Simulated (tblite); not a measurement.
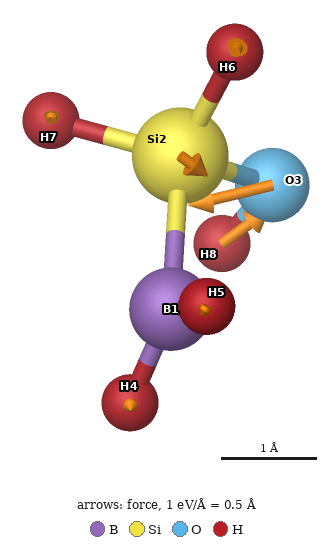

Starting geometry of BSiH$_{5}$O with the computed forces as orange arrows. Style: ball-and-stick. Shown from a free direction.

These are results of GFN2-xTB geometry optimisation, gas phase in tblite, not measurements. 

**What follows when this structure is relaxed?**

It isn't relaxed: the largest force vector, on O3, is 1.87 eV/Å. The final displacements have little in common with the starting forces (cosine between the two patterns 0.25). The atom that moves furthest after the best rigid fit is H5 (0.61 Å). Largest moves by element: H 0.61 Å, O 0.26 Å, Si 0.05 Å, B 0.05 Å. Near-neighbour distances that change, for instance: Si2–O3 1.705 → 1.642 Å, O3–H8 0.984 → 0.953 Å, Si2–H7 1.474 → 1.481 Å, B1–H4 1.168 → 1.172 Å. Bond angles that change, for instance: Si2–O3–H8 105.1° → 122.0°, O3–Si2–H6 110.1° → 98.2°, B1–Si2–H6 109.5° → 116.9°. Groups turn about B1–Si2 by about 45°, Si2–O3 by about 20°. After 63 geometry steps the energy has fallen by 25.4 kJ/mol.
